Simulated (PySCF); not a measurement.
Input

```
{"job": {"kind": "uv", "xc": "CAM-B3LYP", "basis": "def2-SVPD", "nstates": 8, "ntriplets": 3}, "charge": 0, "multiplicity": 1}
C     -2.682001     0.113344    -0.523799
N     -1.300229    -0.290749    -0.676298
C     -0.523346    -0.243531     0.548291
C      0.936704    -0.451644     0.176446
Si     1.183001     0.504219    -1.460992
Si     2.105503     0.009587     1.595904
H     -3.184409     0.040836    -1.487182
H     -2.707684     1.152632    -0.195235
H     -3.232660    -0.493802     0.210358
H     -1.260130    -1.231607    -1.057827
H     -0.658221     0.756018     0.974086
H     -0.868495    -0.971573     1.304237
H      1.084252    -1.515035    -0.041527
H      2.630797     0.693184    -1.648715
H      0.552398     1.817048    -1.373215
H      0.696112    -0.245855    -2.618999
H      2.008357     1.441652     1.884551
H      3.478993    -0.341114     1.235596
H      1.731255    -0.734360     2.806079
```

Command:

```sh
OMP_NUM_THREADS=1 python probes_run.py task.json out
```

Geometry: GFN2-xTB.

Method: CAM-B3LYP/def2-SVPD, SCF density, gas phase in PySCF 2.14.0.

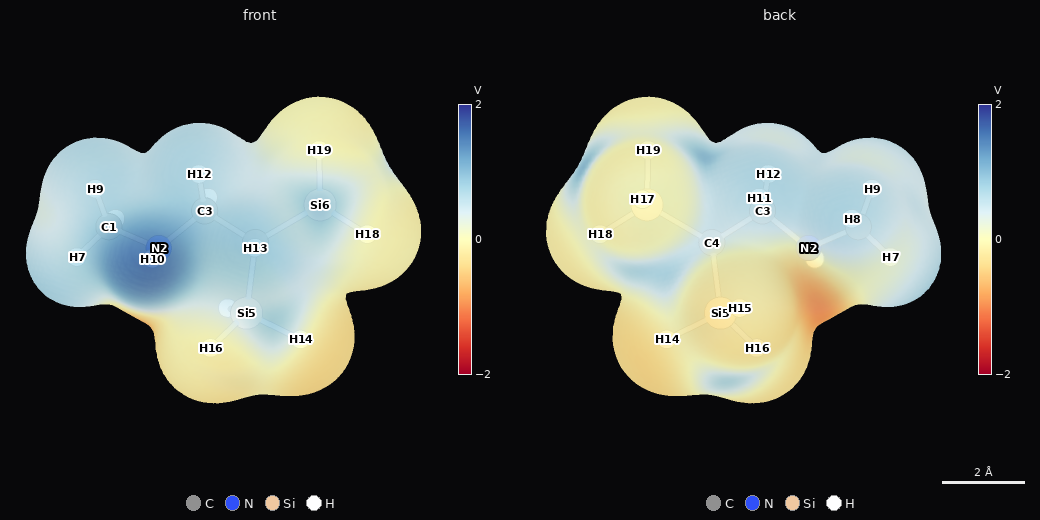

C3H13NSi2 (SMILES CNCC([SiH3])[SiH3]). The electrostatic potential painted on the density surface at 0.002 e/bohr³, seen from the front and from behind; the colour scale runs from red (negative) to blue (positive).

Where is the surface potential most negative and most positive?

The most negative region (about −0.9 V) lies over N2, the most positive (about +1.6 V) over H10.
